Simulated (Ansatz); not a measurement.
# CH8BP: geometry relaxation (part 2 of 3)

Continued. System: CH8BP. Method: RHF/def2-SVP (Ansatz 0.2.0). It belongs to a series of runs on one base structure; here: end point B relaxed.

Geometry of the input (Å):
```
B  0.2362  0.7659  -0.2318
H  -0.2549  -0.6781  1.6189
C  1.5057  -0.0979  -0.5925
H  1.2842  -1.1642  -0.6702
H  1.8144  0.2290  -1.5949
H  2.3603  0.0453  0.0703
H  -0.8391  0.4653  -0.6768
P  0.2744  2.3338  0.8715
H  1.5415  2.8766  0.5687
H  -0.5090  3.2094  0.0920
H  -0.2288  -0.0311  1.9136
```

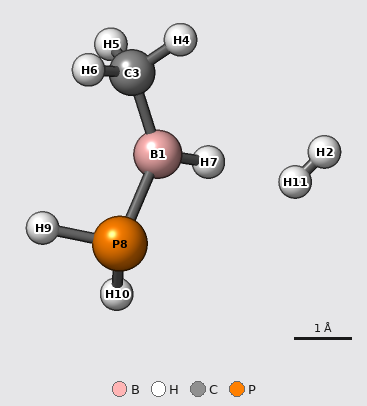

**Figure 1.** The geometry at step 14 of the log (ball-and-stick view, seen at a tilt; atoms are numbered from 1 in the order of the input).

## Trajectory as extended XYZ, continued
```
11
Properties=species:S:1:pos:R:3:forces:R:3 step=4 energy=-11095.46131
B     0.2750    0.8714   -0.3349   -0.0194   0.1339  -0.1217
H    -0.4160   -1.1020    1.9543   -0.0135  -0.1256  -0.0227
C     1.5299   -0.0310   -0.6385   -0.0066  -0.0103   0.0092
H     1.2814   -1.0941   -0.6577    0.0302  -0.0097   0.0010
H     1.8551    0.2311   -1.6551   -0.0221  -0.0124   0.0116
H     2.3824    0.1315    0.0228   -0.0108  -0.0085   0.0004
H    -0.8081    0.5745   -0.7672    0.0437  -0.0362   0.0198
P     0.3388    2.4566    0.7489    0.0593   0.1506  -0.0497
H     1.5943    3.0062    0.4161    0.0484  -0.0958   0.0472
H    -0.4454    3.3479   -0.0092   -0.1005  -0.0589   0.0278
H    -0.4025   -0.4382    2.2892   -0.0087   0.0728   0.0771
11
Properties=species:S:1:pos:R:3:forces:R:3 step=5 energy=-11095.47763
B     0.2959    0.9236   -0.3998   -0.0781  -0.1301   0.1566
H    -0.4732   -1.2243    2.0949   -0.0070  -0.0167   0.0142
C     1.5401   -0.0082   -0.6634    0.0080   0.0618  -0.0726
H     1.2827   -1.0702   -0.6626   -0.0171   0.0376   0.0112
H     1.8768    0.2270   -1.6827    0.0242  -0.0317  -0.0072
H     2.3881    0.1581    0.0026   -0.0047   0.0065  -0.0016
H    -0.7877    0.6151   -0.8231    0.0506   0.0355  -0.0568
P     0.3591    2.4875    0.7111    0.0307   0.0456  -0.1266
H     1.6194    3.0277    0.3801   -0.0117  -0.0006   0.0308
H    -0.4508    3.3773   -0.0234    0.0079  -0.0032   0.0426
H    -0.4655   -0.5597    2.4351   -0.0028  -0.0047   0.0093
11
Properties=species:S:1:pos:R:3:forces:R:3 step=6 energy=-11095.48471
B     0.3181    0.9308   -0.4171    0.0469   0.0801  -0.1121
H    -0.6044   -1.3049    2.2225    0.0011   0.0275   0.0205
C     1.5729    0.0208   -0.7051    0.0990  -0.0486   0.0211
H     1.3411   -1.0411   -0.5654    0.0239   0.0949  -0.0118
H     1.8164    0.1406   -1.7719   -0.0276  -0.0120   0.1028
H     2.4694    0.2708   -0.1291   -0.1083  -0.0442  -0.0711
H    -0.7515    0.6278   -0.8749   -0.0064  -0.0104   0.0376
P     0.3683    2.4840    0.7056   -0.0139  -0.0420   0.0636
H     1.6287    3.0411    0.4173    0.0195  -0.0124  -0.0237
H    -0.4425    3.3925    0.0023   -0.0271   0.0048  -0.0217
H    -0.5315   -0.6083    2.4846   -0.0068  -0.0378  -0.0052
11
Properties=species:S:1:pos:R:3:forces:R:3 step=7 energy=-11095.48648
B     0.3266    0.9491   -0.4406    0.0226   0.0021  -0.0437
H    -0.6219   -1.3543    2.2774    0.0010   0.0354   0.0226
C     1.5782    0.0295   -0.7145   -0.1776   0.1093  -0.0239
H     1.3417   -1.0234   -0.5720   -0.0546  -0.1578   0.0284
H     1.8287    0.1407   -1.7737    0.0265   0.0126  -0.1268
H     2.4636    0.2748   -0.1388    0.1946   0.0526   0.1320
H    -0.7436    0.6461   -0.8975    0.0013   0.0018   0.0137
P     0.3771    2.4943    0.6906   -0.0125  -0.0185   0.0317
H     1.6365    3.0517    0.3958    0.0031   0.0025  -0.0133
H    -0.4417    3.4042   -0.0034    0.0001   0.0013  -0.0083
H    -0.5603   -0.6587    2.5454   -0.0046  -0.0412  -0.0125
11
Properties=species:S:1:pos:R:3:forces:R:3 step=8 energy=-11095.48890
B     0.3399    0.9680   -0.4670   -0.1078  -0.0259  -0.0535
H    -0.6385   -1.3902    2.3352   -0.0025  -0.0063   0.0048
C     1.5836    0.0343   -0.7252    0.0006   0.0114  -0.0029
H     1.3282   -1.0155   -0.5538   -0.0024   0.0134  -0.0061
H     1.8362    0.1142   -1.7900    0.0027  -0.0110   0.0005
H     2.4768    0.2798   -0.1495   -0.0001   0.0033   0.0011
H    -0.7298    0.6775   -0.9438    0.0946   0.0153   0.0438
P     0.3803    2.4945    0.6890   -0.0067   0.0007   0.0075
H     1.6310    3.0679    0.3884    0.0119   0.0056   0.0062
H    -0.4527    3.4080    0.0154    0.0100  -0.0095  -0.0049
H    -0.5701   -0.6845    2.5701   -0.0002   0.0029   0.0036
11
Properties=species:S:1:pos:R:3:forces:R:3 step=9 energy=-11095.48993
B     0.3481    0.9792   -0.4868   -0.0498  -0.0287  -0.0191
H    -0.6807   -1.4305    2.4013    0.0073   0.0714   0.0255
C     1.5934    0.0469   -0.7424   -0.0012  -0.0121  -0.0578
H     1.3413   -0.9991   -0.5389    0.0081   0.0364  -0.0080
H     1.8307    0.0964   -1.8138   -0.0032  -0.0109   0.0528
H     2.4931    0.3090   -0.1844    0.0009  -0.0034  -0.0020
H    -0.7175    0.6867   -0.9660    0.0479   0.0148   0.0218
P     0.3843    2.4944    0.6830   -0.0152   0.0076   0.0055
H     1.6357    3.0727    0.3943    0.0068   0.0007   0.0020
H    -0.4474    3.4136    0.0158    0.0075  -0.0033  -0.0016
H    -0.5961   -0.7152    2.6068   -0.0090  -0.0723  -0.0192
11
Properties=species:S:1:pos:R:3:forces:R:3 step=10 energy=-11095.49072
B     0.3558    0.9882   -0.5062    0.0113  -0.0044  -0.0009
H    -0.7215   -1.4697    2.4794    0.0086   0.0697   0.0209
C     1.6038    0.0597   -0.7632   -0.0015  -0.0169  -0.0405
H     1.3542   -0.9840   -0.5450    0.0099   0.0272  -0.0036
H     1.8344    0.0941   -1.8362   -0.0040  -0.0013   0.0443
H     2.5061    0.3297   -0.2130   -0.0046  -0.0061  -0.0065
H    -0.7054    0.6970   -0.9895   -0.0096  -0.0007  -0.0045
P     0.3849    2.4945    0.6754   -0.0021   0.0059   0.0060
H     1.6396    3.0730    0.4003   -0.0029  -0.0004   0.0031
H    -0.4405    3.4201    0.0094    0.0042  -0.0044  -0.0019
H    -0.6267   -0.7484    2.6573   -0.0093  -0.0686  -0.0167
11
Properties=species:S:1:pos:R:3:forces:R:3 step=11 energy=-11095.49127
B     0.3641    0.9964   -0.5300    0.0414  -0.0015   0.0243
H    -0.7574   -1.4989    2.5629    0.0051   0.0404   0.0119
C     1.6144    0.0711   -0.7877   -0.0005  -0.0075  -0.0110
H     1.3658   -0.9712   -0.5640    0.0043   0.0071  -0.0004
H     1.8450    0.0995   -1.8596   -0.0008   0.0026   0.0093
H     2.5165    0.3435   -0.2383   -0.0052  -0.0031  -0.0051
H    -0.6934    0.7081   -1.0209   -0.0282  -0.0007  -0.0178
P     0.3829    2.4881    0.6710   -0.0025   0.0058  -0.0085
H     1.6403    3.0707    0.4153   -0.0083  -0.0069   0.0017
H    -0.4350    3.4199    0.0046   -0.0001   0.0017   0.0050
H    -0.6584   -0.7732    2.7155   -0.0051  -0.0380  -0.0093
11
Properties=species:S:1:pos:R:3:forces:R:3 step=12 energy=-11095.49133
B     0.3795    1.0067   -0.5688    0.0152   0.0679  -0.0651
H    -0.8136   -1.5418    2.7159    0.0155   0.1081   0.0170
C     1.6331    0.0866   -0.8297   -0.0114  -0.0105   0.0443
H     1.3836   -0.9548   -0.6034    0.0024  -0.0125  -0.0002
H     1.8667    0.1112   -1.8997   -0.0074   0.0104  -0.0200
H     2.5333    0.3582   -0.2776    0.0054   0.0007   0.0067
H    -0.6669    0.7406   -1.0984   -0.0035  -0.0188   0.0274
P     0.3742    2.4725    0.6660    0.0165  -0.0119   0.0010
H     1.6354    3.0621    0.4433   -0.0245  -0.0159   0.0058
H    -0.4344    3.4188    0.0079    0.0063  -0.0137  -0.0004
H    -0.7061   -0.8060    2.8133   -0.0147  -0.1039  -0.0165
11
Properties=species:S:1:pos:R:3:forces:R:3 step=13 energy=-11095.49099 accepted=F
B     0.3933    1.0181   -0.6083   -0.0890  -0.0405   0.0790
H    -0.8466   -1.5462    2.8140    0.0343   0.2208   0.0151
C     1.6469    0.0959   -0.8610    0.0001   0.0358   0.0077
H     1.3933   -0.9443   -0.6342   -0.0146  -0.0125   0.0022
H     1.8873    0.1179   -1.9290    0.0091   0.0002  -0.0358
H     2.5436    0.3653   -0.3028    0.0165   0.0083   0.0084
H    -0.6535    0.7456   -1.1377    0.0480   0.0315  -0.0141
P     0.3621    2.4489    0.6689    0.0575  -0.0162  -0.0708
H     1.6266    3.0445    0.4801   -0.0374   0.0001   0.0175
H    -0.4375    3.4116    0.0231    0.0087  -0.0114   0.0059
H    -0.7305   -0.8034    2.8558   -0.0332  -0.2161  -0.0151
11
Properties=species:S:1:pos:R:3:forces:R:3 step=14 energy=-11095.49223
B     0.3795    1.0033   -0.5812    0.0186   0.0041   0.0351
H    -0.8099   -1.5095    2.7281    0.0048   0.0344   0.0069
C     1.6354    0.0858   -0.8385   -0.0024   0.0004  -0.0011
H     1.3847   -0.9581   -0.6252    0.0007  -0.0054  -0.0027
H     1.8772    0.1225   -1.9069    0.0029  -0.0006  -0.0071
H     2.5309    0.3529   -0.2763   -0.0012   0.0008  -0.0010
H    -0.6670    0.7313   -1.1071    0.0010   0.0088  -0.0063
P     0.3646    2.4503    0.6749   -0.0056   0.0002  -0.0277
H     1.6268    3.0454    0.4760   -0.0138  -0.0156  -0.0024
H    -0.4371    3.4037    0.0192   -0.0006   0.0037   0.0122
H    -0.7001   -0.7737    2.8058   -0.0042  -0.0308  -0.0060
11
Properties=species:S:1:pos:R:3:forces:R:3 step=15 energy=-11095.49252
B     0.3826    1.0025   -0.5916   -0.0109  -0.0030   0.0405
H    -0.8156   -1.4986    2.7583    0.0072   0.0495   0.0071
C     1.6396    0.0866   -0.8487    0.0014   0.0055  -0.0061
H     1.3877   -0.9587   -0.6430   -0.0004  -0.0015  -0.0035
H     1.8864    0.1301   -1.9158    0.0034  -0.0024  -0.0022
H     2.5323    0.3499   -0.2804   -0.0009   0.0004  -0.0015
H    -0.6614    0.7344   -1.1257    0.0150   0.0127  -0.0055
P     0.3573    2.4371    0.6791    0.0070  -0.0041  -0.0332
H     1.6205    3.0343    0.4934   -0.0157  -0.0111   0.0013
H    -0.4413    3.3972    0.0291    0.0007  -0.0001   0.0093
H    -0.7031   -0.7609    2.8141   -0.0066  -0.0459  -0.0061
11
Properties=species:S:1:pos:R:3:forces:R:3 step=16 energy=-11095.49282
B     0.3889    0.9961   -0.6184   -0.0692  -0.0019   0.0466
H    -0.8259   -1.4542    2.8381    0.0300   0.1875   0.0008
C     1.6505    0.0871   -0.8767    0.0204   0.0032  -0.0254
H     1.3956   -0.9636   -0.7001    0.0052   0.0259  -0.0083
H     1.9143    0.1567   -1.9394   -0.0014  -0.0084   0.0338
H     2.5338    0.3374   -0.2873   -0.0140  -0.0073  -0.0134
H    -0.6462    0.7415   -1.1792    0.0481   0.0220   0.0067
P     0.3344    2.3938    0.6943    0.0340  -0.0128  -0.0544
H     1.6001    2.9984    0.5488   -0.0294  -0.0122   0.0069
H    -0.4549    3.3726    0.0606    0.0058  -0.0115   0.0059
H    -0.7057   -0.7119    2.8279   -0.0297  -0.1846   0.0008
11
Properties=species:S:1:pos:R:3:forces:R:3 step=17 energy=-11095.49336
B     0.3866    0.9947   -0.6145   -0.0297   0.0079   0.0359
H    -0.8230   -1.4519    2.8344    0.0152   0.0952   0.0009
C     1.6489    0.0868   -0.8738    0.0124  -0.0016  -0.0179
H     1.3947   -0.9641   -0.6993    0.0046   0.0155  -0.0059
H     1.9131    0.1580   -1.9360   -0.0009  -0.0049   0.0221
H     2.5320    0.3364   -0.2839   -0.0110  -0.0048  -0.0091
H    -0.6473    0.7416   -1.1758    0.0249   0.0116   0.0023
P     0.3357    2.3947    0.6945    0.0179  -0.0098  -0.0402
H     1.6009    2.9987    0.5463   -0.0219  -0.0120   0.0035
H    -0.4541    3.3713    0.0585    0.0034  -0.0048   0.0074
H    -0.7025   -0.7122    2.8185   -0.0150  -0.0922   0.0010
11
Properties=species:S:1:pos:R:3:forces:R:3 step=18 energy=-11095.49392
B     0.3861    0.9893   -0.6207   -0.0013   0.0072   0.0258
H    -0.8208   -1.4231    2.8571    0.0040   0.0256   0.0012
C     1.6513    0.0860   -0.8819    0.0105  -0.0081  -0.0146
H     1.3966   -0.9677   -0.7260    0.0052   0.0151  -0.0034
H     1.9253    0.1732   -1.9404   -0.0023  -0.0015   0.0195
H     2.5289    0.3273   -0.2805   -0.0108  -0.0045  -0.0084
H    -0.6422    0.7433   -1.1928   -0.0003   0.0019  -0.0075
P     0.3263    2.3748    0.7017    0.0099  -0.0057  -0.0225
H     1.5918    2.9802    0.5675   -0.0114  -0.0058   0.0036
H    -0.4603    3.3575    0.0718    0.0008  -0.0008   0.0049
H    -0.6981   -0.6868    2.8129   -0.0040  -0.0234   0.0014
11
Properties=species:S:1:pos:R:3:forces:R:3 step=19 energy=-11095.49449
B     0.3873    0.9770   -0.6432    0.0267   0.0135   0.0046
H    -0.8213   -1.3545    2.9252    0.0144   0.0854  -0.0093
C     1.6600    0.0852   -0.9082    0.0274  -0.0400  -0.0273
H     1.4039   -0.9752   -0.7988    0.0194   0.0566  -0.0045
H     1.9591    0.2130   -1.9571   -0.0162  -0.0039   0.0611
H     2.5232    0.3056   -0.2772   -0.0321  -0.0149  -0.0275
H    -0.6274    0.7489   -1.2454   -0.0137  -0.0002  -0.0020
P     0.3016    2.3216    0.7187    0.0003   0.0024  -0.0125
H     1.5679    2.9333    0.6283   -0.0119  -0.0117  -0.0012
H    -0.4757    3.3226    0.1061    0.0011  -0.0013   0.0046
H    -0.6937   -0.6235    2.8203   -0.0154  -0.0858   0.0139
11
Properties=species:S:1:pos:R:3:forces:R:3 step=20 energy=-11095.49477
B     0.3892    0.9755   -0.6546    0.0215  -0.0155   0.0189
H    -0.8232   -1.3301    2.9598    0.0111   0.0648  -0.0094
C     1.6638    0.0858   -0.9189    0.0291  -0.0374  -0.0302
H     1.4059   -0.9760   -0.8294    0.0173   0.0609  -0.0018
H     1.9749    0.2298   -1.9621   -0.0158  -0.0034   0.0573
H     2.5202    0.2953   -0.2751   -0.0314  -0.0125  -0.0278
H    -0.6213    0.7520   -1.2642   -0.0221   0.0018  -0.0204
P     0.2916    2.3022    0.7226    0.0070   0.0045  -0.0073
H     1.5588    2.9133    0.6479   -0.0041   0.0015   0.0048
H    -0.4813    3.3111    0.1180   -0.0002   0.0014   0.0010
H    -0.6937   -0.6049    2.8248   -0.0124  -0.0662   0.0149
11
Properties=species:S:1:pos:R:3:forces:R:3 step=21 energy=-11095.49532
B     0.3949    0.9730   -0.6781   -0.0204   0.0257  -0.0356
H    -0.8374   -1.3093    3.0449    0.0174   0.0981  -0.0209
C     1.6730    0.0885   -0.9430    0.0186  -0.0295  -0.0014
H     1.4131   -0.9747   -0.8891    0.0122   0.0419  -0.0022
H     2.0039    0.2628   -1.9748   -0.0164  -0.0013   0.0384
H     2.5172    0.2777   -0.2777   -0.0228  -0.0065  -0.0188
H    -0.6054    0.7695   -1.3142    0.0086  -0.0091   0.0095
P     0.2750    2.2750    0.7216    0.0227  -0.0083   0.0063
H     1.5446    2.8841    0.6786   -0.0082   0.0038   0.0089
H    -0.4878    3.2990    0.1289    0.0071  -0.0155  -0.0103
H    -0.7062   -0.5916    2.8719   -0.0187  -0.0993   0.0261
11
Properties=species:S:1:pos:R:3:forces:R:3 step=22 energy=-11095.49581
B     0.4032    0.9770   -0.7163   -0.0498  -0.0101  -0.0100
H    -0.8611   -1.2895    3.1628    0.0312   0.1680  -0.0501
C     1.6845    0.0958   -0.9760    0.0352  -0.0261  -0.0203
H     1.4209   -0.9680   -0.9636    0.0162   0.0553  -0.0047
H     2.0417    0.3043   -1.9933   -0.0171  -0.0144   0.0533
H     2.5126    0.2611   -0.2838   -0.0367  -0.0069  -0.0335
H    -0.5880    0.7866   -1.3747    0.0558   0.0192   0.0336
P     0.2588    2.2400    0.7176    0.0126   0.0082  -0.0257
H     1.5296    2.8502    0.7215   -0.0241  -0.0142  -0.0026
H    -0.4895    3.2800    0.1338    0.0090  -0.0104   0.0058
H    -0.7278   -0.5835    2.9410   -0.0323  -0.1686   0.0543
11
Properties=species:S:1:pos:R:3:forces:R:3 step=23 energy=-11095.49632
B     0.4032    0.9766   -0.7187   -0.0093   0.0179  -0.0255
H    -0.8658   -1.2909    3.1870    0.0188   0.1010  -0.0323
C     1.6856    0.0976   -0.9797    0.0278  -0.0325  -0.0138
H     1.4226   -0.9662   -0.9741    0.0178   0.0472  -0.0028
H     2.0455    0.3117   -1.9947   -0.0186  -0.0106   0.0506
H     2.5114    0.2599   -0.2842   -0.0321  -0.0089  -0.0298
H    -0.5834    0.7937   -1.3832    0.0209  -0.0005   0.0220
P     0.2569    2.2382    0.7153    0.0089   0.0061  -0.0082
H     1.5287    2.8458    0.7216   -0.0177  -0.0131  -0.0003
H    -0.4870    3.2792    0.1285    0.0033  -0.0058   0.0040
H    -0.7327   -0.5915    2.9510   -0.0198  -0.1008   0.0362
11
Properties=species:S:1:pos:R:3:forces:R:3 step=24 energy=-11095.49683
B     0.4090    0.9822   -0.7350   -0.0097  -0.0072   0.0158
H    -0.8815   -1.2940    3.2429   -0.0022  -0.0095   0.0051
C     1.6913    0.1029   -0.9938    0.0221  -0.0092  -0.0159
H     1.4275   -0.9601   -0.9997    0.0078   0.0276   0.0014
H     2.0585    0.3250   -2.0039   -0.0093  -0.0059   0.0310
H     2.5120    0.2584   -0.2917   -0.0143  -0.0067  -0.0168
H    -0.5738    0.8026   -1.4026   -0.0119  -0.0014  -0.0198
P     0.2509    2.2302    0.7091    0.0291   0.0012  -0.0088
H     1.5247    2.8323    0.7286   -0.0112   0.0021   0.0110
H    -0.4846    3.2785    0.1252   -0.0020  -0.0020  -0.0008
H    -0.7491   -0.6039    2.9897    0.0016   0.0109  -0.0023
```
